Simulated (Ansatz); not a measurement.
Geometry relaxation of CH$_{7}$AlOSi (part 2 of 2)

The same run, continued: CH$_{7}$AlOSi; RKS PBE-D4/def2-SVP (Ansatz 0.2.0). The geometry: force-field start.

Geometry of the input (Å):
```
C  0.6151  1.9107  -0.2395
O  -0.3449  0.9074  -0.4935
Si 0.2035  -0.5117  0.2905
Al -1.1975  -2.2743  -0.0904
H  0.1969  2.8599  -0.7804
H  1.5717  1.7443  -0.6746
H  0.6630  2.1952  0.8385
H  1.5966  -0.8664  -0.2315
H  0.3332  -0.2577  1.7953
H  -1.5663  -2.7626  -1.5575
H  -2.0059  -3.0019  1.1637
```

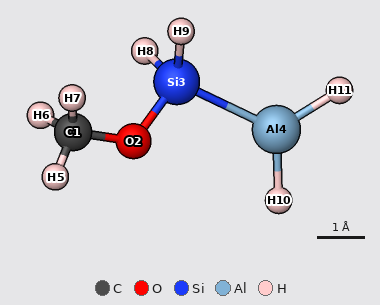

The geometry at step 12 of the log (ball-and-stick view, seen at a tilt; atoms are numbered from 1 in the order of the input).

Trajectory as extended XYZ, continued:
```
11
Properties=species:S:1:pos:R:3:forces:R:3 step=5 energy=-17653.75876
C     0.5359    1.9991   -0.3107   -0.1493  -0.1804  -0.1004
O    -0.1634    0.7553   -0.3949    0.1898   0.4216  -0.0031
Si    0.3894   -0.6179    0.4310    0.0619  -0.0178   0.0500
Al   -1.3359   -2.3020   -0.0962   -0.1184  -0.0023  -0.0925
H    -0.0224    2.7595   -0.9087    0.1273  -0.1611   0.1304
H     1.5763    1.9248   -0.7195   -0.1601  -0.0104   0.0206
H     0.6166    2.3695    0.7419   -0.0532  -0.0488  -0.0921
H     1.7918   -0.9790   -0.0246    0.0127  -0.0375  -0.0323
H     0.5478   -0.2961    1.9029   -0.0245   0.0052   0.0524
H    -1.7189   -2.5690   -1.6388    0.0426   0.0106   0.0880
H    -2.1517   -3.1012    1.0382    0.0714   0.0209  -0.0210
11
Properties=species:S:1:pos:R:3:forces:R:3 step=6 energy=-17653.76595
C     0.5350    1.9957   -0.3220    0.1420   0.2488   0.0144
O    -0.1485    0.7665   -0.3880   -0.0506  -0.1762   0.0142
Si    0.3837   -0.6133    0.4499   -0.0525  -0.0158  -0.0291
Al   -1.3446   -2.2904   -0.1037   -0.0043   0.0304   0.0157
H    -0.0107    2.7552   -0.9239   -0.0150  -0.0798   0.0155
H     1.5729    1.9293   -0.7292   -0.0186  -0.0309  -0.0019
H     0.6135    2.3880    0.7211   -0.0185  -0.0322  -0.0053
H     1.7775   -1.0184   -0.0033   -0.0038   0.0327   0.0046
H     0.5237   -0.2991    1.9281    0.0022   0.0201  -0.0164
H    -1.7486   -2.5191   -1.6383   -0.0004   0.0037  -0.0035
H    -2.0884   -3.1515    1.0300    0.0194  -0.0007  -0.0083
11
Properties=species:S:1:pos:R:3:forces:R:3 step=7 energy=-17653.76939
C     0.5446    1.9917   -0.3279   -0.0053  -0.0094   0.0018
O    -0.1473    0.7596   -0.4001    0.0113   0.0181  -0.0016
Si    0.3735   -0.6106    0.4552    0.0067   0.0096  -0.0057
Al   -1.3448   -2.2881   -0.1030   -0.0159  -0.0003  -0.0070
H     0.0022    2.7424   -0.9396   -0.0032  -0.0027  -0.0040
H     1.5849    1.9136   -0.7238   -0.0007  -0.0059  -0.0012
H     0.6079    2.3810    0.7161   -0.0014  -0.0044   0.0017
H     1.7775   -1.0036    0.0234   -0.0027  -0.0020   0.0107
H     0.4951   -0.2755    1.9303    0.0007  -0.0006  -0.0009
H    -1.8008   -2.4593   -1.6315    0.0001   0.0035   0.0117
H    -2.0275   -3.2083    1.0214    0.0104  -0.0059  -0.0055
11
Properties=species:S:1:pos:R:3:forces:R:3 step=8 energy=-17653.77076
C     0.5558    1.9901   -0.3387   -0.0424  -0.1201   0.0100
O    -0.1408    0.7589   -0.4120    0.0129   0.0409   0.0006
Si    0.3595   -0.6038    0.4655    0.0263   0.0363   0.0109
Al   -1.3502   -2.2845   -0.0986   -0.0381  -0.0817  -0.0145
H     0.0227    2.7330   -0.9646   -0.0082   0.0549  -0.0272
H     1.6002    1.9011   -0.7194    0.0170   0.0148   0.0001
H     0.6031    2.3841    0.7036    0.0117   0.0184   0.0087
H     1.7716   -1.0000    0.0615   -0.0131  -0.0178   0.0126
H     0.4600   -0.2521    1.9390   -0.0023  -0.0078  -0.0048
H    -1.8698   -2.3836   -1.6168    0.0033   0.0081   0.0577
H    -1.9467   -3.3004    1.0011    0.0328   0.0540  -0.0540
11
Properties=species:S:1:pos:R:3:forces:R:3 step=9 energy=-17653.77087
C     0.5636    1.9885   -0.3456   -0.0428  -0.1460   0.0155
O    -0.1382    0.7603   -0.4203    0.0210   0.0290   0.0131
Si    0.3468   -0.5969    0.4747    0.0454   0.0224  -0.0312
Al   -1.3388   -2.2944   -0.1099   -0.1260  -0.0642   0.0449
H     0.0418    2.7289   -0.9825   -0.0152   0.0760  -0.0389
H     1.6121    1.8912   -0.7126    0.0211   0.0210   0.0015
H     0.5991    2.3876    0.6951    0.0160   0.0277   0.0123
H     1.7628   -1.0014    0.0910   -0.0079  -0.0027   0.0206
H     0.4310   -0.2340    1.9472   -0.0140  -0.0193  -0.0161
H    -1.9365   -2.3362   -1.6051    0.0448  -0.0102   0.0897
H    -1.8783   -3.3506    0.9886    0.0576   0.0664  -0.1115
11
Properties=species:S:1:pos:R:3:forces:R:3 step=10 energy=-17653.77279
C     0.5687    1.9908   -0.3503   -0.0135  -0.0656   0.0132
O    -0.1342    0.7650   -0.4231    0.0124  -0.0096   0.0166
Si    0.3403   -0.5930    0.4769    0.0054   0.0258  -0.0131
Al   -1.3509   -2.2885   -0.1028   -0.0633  -0.1063  -0.0067
H     0.0525    2.7327   -0.9920   -0.0104   0.0422  -0.0236
H     1.6191    1.8926   -0.7123    0.0161   0.0103   0.0002
H     0.6021    2.3959    0.6886    0.0086   0.0144   0.0066
H     1.7573   -1.0068    0.1068   -0.0163  -0.0007   0.0100
H     0.4146   -0.2322    1.9505   -0.0079  -0.0062  -0.0164
H    -1.9617   -2.3231   -1.5933    0.0296   0.0094   0.0988
H    -1.8425   -3.3905    0.9715    0.0393   0.0862  -0.0854
11
Properties=species:S:1:pos:R:3:forces:R:3 step=11 energy=-17653.77419
C     0.5711    1.9921   -0.3527    0.0105   0.0172   0.0066
O    -0.1303    0.7674   -0.4266    0.0020  -0.0418   0.0148
Si    0.3371   -0.5922    0.4752   -0.0143   0.0161  -0.0047
Al   -1.3520   -2.2923   -0.1003   -0.0246  -0.0541  -0.0197
H     0.0598    2.7360   -0.9985   -0.0041   0.0021  -0.0047
H     1.6241    1.8961   -0.7088    0.0091  -0.0025  -0.0006
H     0.6006    2.4016    0.6851    0.0010  -0.0012   0.0013
H     1.7547   -1.0114    0.1153   -0.0120   0.0065   0.0036
H     0.4014   -0.2347    1.9496   -0.0012   0.0045  -0.0110
H    -1.9787   -2.3127   -1.5803    0.0096   0.0052   0.0549
H    -1.8225   -3.4071    0.9625    0.0239   0.0479  -0.0404
11
Properties=species:S:1:pos:R:3:forces:R:3 step=12 energy=-17653.77592
C     0.5812    1.9922   -0.3568    0.0005  -0.0009   0.0035
O    -0.1181    0.7667   -0.4487    0.0059  -0.0074  -0.0058
Si    0.3252   -0.5874    0.4709   -0.0137   0.0070   0.0075
Al   -1.3517   -2.2996   -0.1040    0.0027   0.0040  -0.0022
H     0.0747    2.7411   -1.0007    0.0006   0.0005  -0.0003
H     1.6381    1.9012   -0.7030    0.0004  -0.0050   0.0005
H     0.5998    2.3907    0.6856    0.0013   0.0058  -0.0013
H     1.7471   -1.0159    0.1442    0.0037   0.0024  -0.0020
H     0.3653   -0.2113    1.9416   -0.0042  -0.0059  -0.0031
H    -2.0360   -2.2912   -1.5536   -0.0044   0.0020   0.0043
H    -1.7602   -3.4438    0.9451    0.0073  -0.0025  -0.0011
11
Properties=species:S:1:pos:R:3:forces:R:3 step=13 energy=-17653.77703
C     0.6050    1.9931   -0.3695    0.0102   0.0165  -0.0012
O    -0.0938    0.7695   -0.4911    0.0192  -0.0139   0.0114
Si    0.2952   -0.5744    0.4677    0.0051   0.0079   0.0171
Al   -1.3545   -2.3119   -0.1076   -0.0424  -0.0393  -0.0078
H     0.1161    2.7499   -1.0193    0.0100  -0.0195   0.0161
H     1.6714    1.9050   -0.6895   -0.0264  -0.0120   0.0065
H     0.5983    2.3814    0.6777   -0.0026   0.0024  -0.0229
H     1.7270   -1.0238    0.2116   -0.0197   0.0180   0.0024
H     0.2760   -0.1711    1.9338    0.0001  -0.0127  -0.0248
H    -2.1731   -2.2246   -1.4919    0.0363  -0.0278   0.0942
H    -1.6021   -3.5503    0.8987    0.0101   0.0806  -0.0909
11
Properties=species:S:1:pos:R:3:forces:R:3 step=14 energy=-17653.77826
C     0.6067    1.9940   -0.3694    0.0192   0.0458  -0.0063
O    -0.0921    0.7710   -0.4894    0.0089  -0.0204   0.0130
Si    0.2965   -0.5730    0.4694    0.0023   0.0182  -0.0011
Al   -1.3536   -2.3083   -0.1096   -0.0391  -0.0333  -0.0224
H     0.1207    2.7502   -1.0227    0.0104  -0.0299   0.0188
H     1.6739    1.9047   -0.6860   -0.0236  -0.0138   0.0055
H     0.5977    2.3869    0.6761   -0.0052  -0.0048  -0.0199
H     1.7292   -1.0189    0.2150   -0.0177   0.0102   0.0010
H     0.2748   -0.1724    1.9355   -0.0038  -0.0114  -0.0165
H    -2.1891   -2.2414   -1.4807    0.0323   0.0141   0.0436
H    -1.5992   -3.5499    0.8824    0.0163   0.0254  -0.0155
11
Properties=species:S:1:pos:R:3:forces:R:3 step=15 energy=-17653.77955
C     0.6107    1.9918   -0.3733    0.0010  -0.0037  -0.0007
O    -0.1064    0.7774   -0.4770   -0.0015   0.0009   0.0051
Si    0.2843   -0.5676    0.4778   -0.0027  -0.0020  -0.0056
Al   -1.3522   -2.3118   -0.1105    0.0032   0.0054   0.0078
H     0.1424    2.7415   -1.0445    0.0002  -0.0010  -0.0046
H     1.6782    1.8773   -0.6777    0.0016   0.0003   0.0000
H     0.5974    2.4040    0.6639   -0.0007   0.0020   0.0010
H     1.7192   -1.0009    0.2197   -0.0011   0.0006   0.0052
H     0.2588   -0.1784    1.9459    0.0001  -0.0022  -0.0012
H    -2.2108   -2.2130   -1.4597   -0.0045   0.0008  -0.0014
H    -1.5561   -3.5775    0.8560    0.0045  -0.0010  -0.0056
11
Properties=species:S:1:pos:R:3:forces:R:3 step=16 energy=-17653.77983
C     0.6262    1.9893   -0.3842    0.0049   0.0039  -0.0104
O    -0.1151    0.7879   -0.4737   -0.0028   0.0232  -0.0026
Si    0.2564   -0.5545    0.4912    0.0042  -0.0075   0.0009
Al   -1.3557   -2.3153   -0.1127   -0.0011  -0.0856   0.0238
H     0.1916    2.7317   -1.0871    0.0112  -0.0275   0.0126
H     1.6989    1.8421   -0.6582   -0.0239   0.0140   0.0094
H     0.5952    2.4299    0.6414    0.0051  -0.0073  -0.0127
H     1.6980   -0.9802    0.2601   -0.0022  -0.0066   0.0007
H     0.2054   -0.1689    1.9595   -0.0040   0.0040   0.0058
H    -2.3081   -2.1596   -1.3976    0.0192  -0.0183   0.0559
H    -1.4275   -3.6596    0.7820   -0.0105   0.1079  -0.0834
11
Properties=species:S:1:pos:R:3:forces:R:3 step=17 energy=-17653.78060
C     0.6241    1.9897   -0.3838    0.0030   0.0018  -0.0065
O    -0.1136    0.7863   -0.4732   -0.0026   0.0139  -0.0004
Si    0.2616   -0.5557    0.4906    0.0100  -0.0230  -0.0126
Al   -1.3445   -2.3198   -0.1168   -0.0382  -0.0062   0.0333
H     0.1882    2.7299   -1.0875    0.0058  -0.0174   0.0059
H     1.6972    1.8457   -0.6568   -0.0131   0.0109   0.0070
H     0.5912    2.4311    0.6412    0.0038  -0.0057  -0.0078
H     1.7025   -0.9814    0.2571    0.0071   0.0043   0.0073
H     0.2076   -0.1725    1.9593    0.0000   0.0041   0.0056
H    -2.3043   -2.1594   -1.3912    0.0106  -0.0131   0.0046
H    -1.4445   -3.6510    0.7817    0.0137   0.0305  -0.0364
11
Properties=species:S:1:pos:R:3:forces:R:3 step=18 energy=-17653.78092
C     0.6244    1.9886   -0.3846   -0.0007   0.0014  -0.0038
O    -0.1145    0.7858   -0.4708   -0.0011   0.0147  -0.0019
Si    0.2619   -0.5561    0.4926   -0.0104  -0.0098  -0.0013
Al   -1.3522   -2.3135   -0.1114    0.0226   0.0074  -0.0134
H     0.1890    2.7269   -1.0901    0.0014  -0.0078  -0.0004
H     1.6969    1.8434   -0.6574   -0.0024   0.0067   0.0043
H     0.5922    2.4327    0.6390    0.0021  -0.0045  -0.0027
H     1.7038   -0.9785    0.2605    0.0035  -0.0048   0.0032
H     0.2058   -0.1743    1.9614    0.0050   0.0083   0.0097
H    -2.3065   -2.1612   -1.3879   -0.0180   0.0070  -0.0105
H    -1.4355   -3.6509    0.7692   -0.0021  -0.0186   0.0169
```

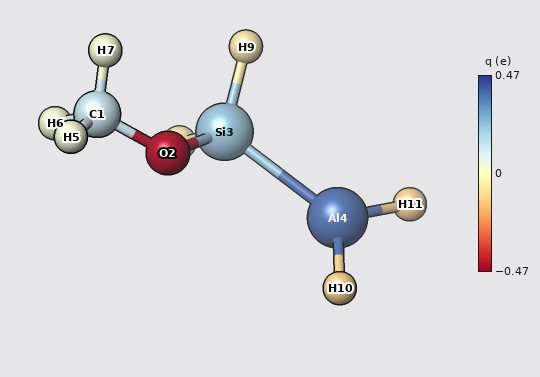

Mulliken charges, as the colour of each atom (ball-and-stick view, seen at a tilt; atoms are numbered from 1 in the order of the input). By element: C +0.13, O −0.45, Si +0.23, Al +0.40 and H −0.13 to +0.04 e.
